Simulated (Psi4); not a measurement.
# UCCSD/aug-cc-pVDZ run of CHFNSi (SMILES N#C[SiH]F)

What is the vertical electron affinity of CHFNSi at UCCSD/aug-cc-pVDZ? 

Program for the calculation: Psi4 1.11.

1 further run of the same task is left out (it didn't finish).

## Step 1: The system as given

The species is CHFNSi (5 atoms), meant as a doublet with charge 0. SMILES: `N#C[SiH]F`. Geometry: relaxed at PBE0-D4/def2-TZVP.

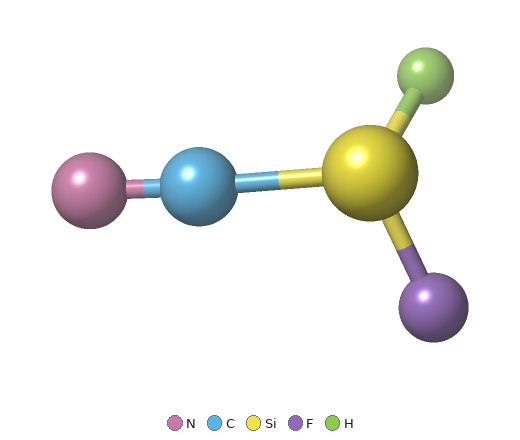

The structure, seen from a chosen angle (nitrogen pink, carbon blue, silicon yellow, fluorine purple, hydrogen green).

## Step 2: A single-point energy at UCCSD/aug-cc-pVDZ

File chfnsi_ase.py:

```python
import numpy as np
from ase.calculators.psi4 import Psi4
from ase import Atoms

atoms = Atoms(['N', 'C', 'Si', 'F', 'H'], positions=[
    [1.347400, -1.164000, 1.391300],
    [0.713800, -0.590000, 0.616200],
    [-0.146100, 0.297600, -0.743500],
    [-1.590300, -0.347100, -0.917700],
    [-0.274900, 1.730000, -0.387600],
])
calc = Psi4(atoms=atoms, method='ccsd', basis='aug-cc-pVDZ', memory='1600MB', num_threads=1, charge=0, multiplicity=2, label='psi4-calc', reference='uhf')
calc.psi4.set_options({'puream': True, 'e_convergence': 1e-09, 'd_convergence': 1e-08, 'scf_type': 'pk', 'num_frozen_docc': 8, 'maxiter': 200})
atoms.calc = calc

print(f'energy: {atoms.get_potential_energy():.6f} eV')
```

The run is started by

```
$ python chfnsi_ase.py
```

psi4-calc.dat:

```text
[...]
  Running in c1 symmetry.
[...]
  Nuclear repulsion =  130.764801251187777
[...]
  Multiplicity = 2
[...]
  Nalpha       = 19
  Nbeta        = 18
[...]
    Number of basis functions: 105
[...]
   @UHF iter   1:  -481.16009649072913   -1.12591e+00   4.49638e-03 DIIS/ADIIS
[...]
   @UHF iter  22:  -481.30973842008405   -7.90124e-12   7.36000e-09 DIIS
[...]
   @S^2 Observed:                7.946616057E-01
[...]
    Orbital Energies [Eh]
    ---------------------
    Alpha Occupied:
       1A    -68.900212     2A    -26.336191     3A    -15.620834
       4A    -11.278579     5A     -6.241232     6A     -4.352408
       7A     -4.345395     8A     -4.343833     9A     -1.632885
      10A     -1.254218    11A     -0.847520    12A     -0.736603
      13A     -0.708419    14A     -0.696675    15A     -0.613302
      16A     -0.562116    17A     -0.520309    18A     -0.504105
      19A     -0.393309
    Alpha Virtual:
      20A      0.034967    21A      0.041612    22A      0.051205
      23A      0.055587    24A      0.082786    25A      0.092610
[...]
  @UHF Final Energy:  -481.30973842008405
   => Energetics <=
    Nuclear Repulsion Energy =            130.7648012511877766
    One-Electron Energy =                -924.9820093075177283
    Two-Electron Energy =                 312.9074696362458781
    Total Energy =                       -481.3097384200840452
  UHF NO Occupations:
  HONO-2 :   17  A 1.9949055
  HONO-1 :   18  A 1.9842444
[...]
 Multipole Moments:
 ------------------------------------------------------------------------------------
     Multipole            Electronic (a.u.)      Nuclear  (a.u.)        Total (a.u.)
 ------------------------------------------------------------------------------------
 L = 1.  Multiply by 2.5417464519 to convert [e a0] to [Debye]
 Dipole X            :         -1.4262330            1.2366637           -0.1895693
 Dipole Y            :         -1.0710823            1.9626300            0.8915476
 Dipole Z            :         -1.3371600            0.4841691           -0.8529909
 Magnitude           :                                                    1.2483538
[...]
      * MP2 total energy                      = -481.873597862288250
[...]
      * CCSD total energy                     = -481.893642361075649
```

The script printed:

```text
energy: -13112.993925 eV
```

Run time: 2.2 min. Hardware: 1 thread of AMD EPYC 9R14 (Zen 4), shared host; peak memory 1.1 GiB.

## Step 3: The singlet anion at the same level

File chfnsi.py:

```python
import psi4

psi4.set_memory('1600 MB')
psi4.set_num_threads(1)
psi4.core.set_output_file('chfnsi.out', False)

m = psi4.geometry("""
-1 1
N      1.347400    -1.164000     1.391300
C      0.713800    -0.590000     0.616200
Si    -0.146100     0.297600    -0.743500
F     -1.590300    -0.347100    -0.917700
H     -0.274900     1.730000    -0.387600
symmetry c1
""")

psi4.set_options({
    'basis': 'aug-cc-pVDZ',
    'puream': True,
    'e_convergence': 1e-09,
    'd_convergence': 1e-08,
    'scf_type': 'pk',
    'num_frozen_docc': 8,
})

e = psi4.energy("ccsd", molecule=m)
print('E =', round(e, 9))
for k, v in sorted(psi4.core.scalar_variables().items()):
    print(f'{k:45s} {v:18.10f}')
```

The run is started by

```
$ python chfnsi.py
```

chfnsi.out:

```text
[...]
  Running in c1 symmetry.
[...]
  Nuclear repulsion =  130.764801251187777
[...]
  Multiplicity = 1
[...]
  Nalpha       = 19
  Nbeta        = 19
[...]
    Number of basis functions: 105
[...]
   @RHF iter   1:  -481.17143511926236   -1.13725e+00   4.83727e-03 DIIS/ADIIS
[...]
   @RHF iter  15:  -481.33677686526966   -1.87583e-12   4.14713e-09 DIIS
[...]
    Orbital Energies [Eh]
    ---------------------
    Doubly Occupied:
       1A    -68.616116     2A    -26.114883     3A    -15.404021
       4A    -11.087611     5A     -5.959391     6A     -4.066267
       7A     -4.064592     8A     -4.062906     9A     -1.414004
      10A     -1.046137    11A     -0.614212    12A     -0.520490
      13A     -0.489723    14A     -0.479252    15A     -0.398355
      16A     -0.338573    17A     -0.312281    18A     -0.300615
      19A     -0.068194
[...]
  @RHF Final Energy:  -481.33677686526966
   => Energetics <=
    Nuclear Repulsion Energy =            130.7648012511877766
    One-Electron Energy =                -933.4879121411682945
    Two-Electron Energy =                 321.3863340247108340
    Total Energy =                       -481.3367768652696554
[...]
 Multipole Moments:
 ------------------------------------------------------------------------------------
     Multipole            Electronic (a.u.)      Nuclear  (a.u.)        Total (a.u.)
 ------------------------------------------------------------------------------------
 L = 1.  Multiply by 2.5417464519 to convert [e a0] to [Debye]
 Dipole X            :         -2.2559829            1.2366637           -1.0193192
 Dipole Y            :         -1.8157076            1.9626300            0.1469224
 Dipole Z            :         -0.0646839            0.4841691            0.4194852
 Magnitude           :                                                    1.1120097
[...]
      * MP2 total energy                      = -481.933199556901798
[...]
      * CCSD total energy                     = -481.952564586509993
```

Standard output:

```text
E = -481.952564587
CC D1 DIAGNOSTIC                                    0.0372200112
CC D2 DIAGNOSTIC                                    0.1958055347
CC NEW D1 DIAGNOSTIC                                0.0372200112
CC T1 DIAGNOSTIC                                    0.0156263976
CCSD CORRELATION ENERGY                            -0.6157877212
CCSD DOUBLES ENERGY                                -0.6157877212
CCSD ITERATIONS                                    19.0000000000
CCSD OPPOSITE-SPIN CORRELATION ENERGY              -0.4795100177
CCSD SAME-SPIN CORRELATION ENERGY                  -0.1362777035
CCSD SINGLES ENERGY                                 0.0000000000
CCSD TOTAL ENERGY                                -481.9525645865
CURRENT CORRELATION ENERGY                         -0.6157877212
CURRENT ENERGY                                   -481.9525645865
CURRENT REFERENCE ENERGY                         -481.3367768653
DD SOLVATION ENERGY                                 0.0000000000
HF KINETIC ENERGY                                 481.3550578673
HF POTENTIAL ENERGY                              -962.6918347325
HF TOTAL ENERGY                                  -481.3367768653
HF VIRIAL RATIO                                     1.9999620218
MP2 CORRELATION ENERGY                             -0.5964226916
MP2 DOUBLES ENERGY                                 -0.5964226916
MP2 OPPOSITE-SPIN CORRELATION ENERGY               -0.4401785871
MP2 SAME-SPIN CORRELATION ENERGY                   -0.1562441045
MP2 SINGLES ENERGY                                 -0.0000000000
MP2 TOTAL ENERGY                                 -481.9331995569
NUCLEAR REPULSION ENERGY                          130.7648012512
ONE-ELECTRON ENERGY                              -933.4879121412
PCM POLARIZATION ENERGY                             0.0000000000
PE ENERGY                                           0.0000000000
SCF ITERATION ENERGY                             -481.3367768653
SCF ITERATIONS                                     15.0000000000
SCF TOTAL ENERGY                                 -481.3367768653
TWO-ELECTRON ENERGY                               321.3863340247
```

Wall time 47 s (1 thread of AMD EPYC 9R14 (Zen 4), shared host); peak memory 1 GiB.

## Step 4: Results

At UCCSD/aug-cc-pVDZ, 8 core orbitals frozen:

```
                                                                  quantity          value
                                              doublet CHFNSi: total energy  -481.89364 Eh
doublet CHFNSi: HOMO energy (Hartree–Fock orbitals) (highest over α and β)      -10.70 eV
 doublet CHFNSi: LUMO energy (Hartree–Fock orbitals) (lowest over α and β)       -0.01 eV
               doublet CHFNSi: correlation energy (8 core orbitals frozen)     -583.9 mEh
                         doublet CHFNSi: ⟨S²⟩ of the reference determinant          0.795
                                             doublet CHFNSi: T1 diagnostic          0.031
                                               singlet anion: total energy  -481.95256 Eh
                        singlet anion: HOMO energy (Hartree–Fock orbitals)       -1.86 eV
                        singlet anion: LUMO energy (Hartree–Fock orbitals)        4.42 eV
      singlet anion: HOMO–LUMO gap (to an unbound level, set by the basis)        6.27 eV
                singlet anion: correlation energy (8 core orbitals frozen)     -615.8 mEh
                                              singlet anion: T1 diagnostic          0.016
                         vertical electron affinity (to the singlet anion)       1.603 eV
```

**Reading.** At fixed nuclei the extra electron is bound by 1.60 eV (155 kJ/mol).
